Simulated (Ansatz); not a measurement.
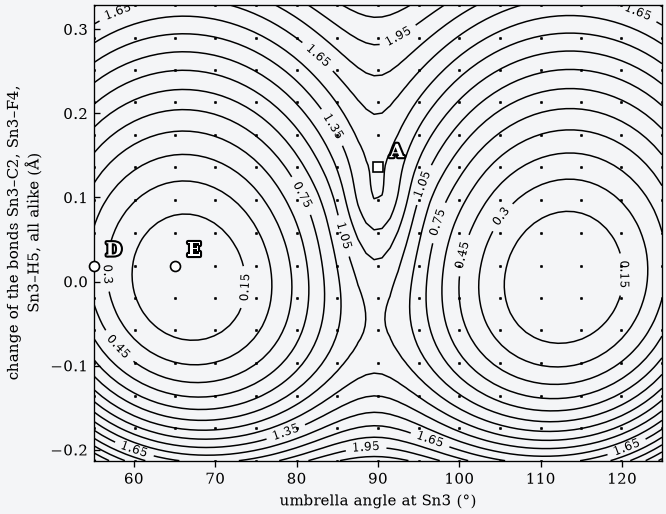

CHFNSn, SMILES N#[C][SnH][F], spin multiplicity 2. First axis: umbrella angle at Sn3 (between each of its bonds and their common axis; 90 is planar). Second axis: change of the bonds Sn3–C2, Sn3–F4, Sn3–H5, all alike. Nothing is relaxed (all other coordinates rigid). The grid has 15 × 15 points. Points are written as (first, second). All energies are given in eV relative to the relaxed molecule at the same level. Level of theory: UKS PBE0-D4/def2-SVP in Ansatz.

In the figure: contour lines labelled in eV, dots at the grid points, lettered points. Between grid points the surface is interpolated.

**What kind of point is each of A, E: minimum, saddle, maximum or slope?**

A: saddle point; E: minimum. (In these two coordinates alone; a stationary point may lie a little off the grid point.)

**Rank the lettered points by energy, lowest first.**

E (0.027 eV), D (0.40 eV), A (1.52 eV).
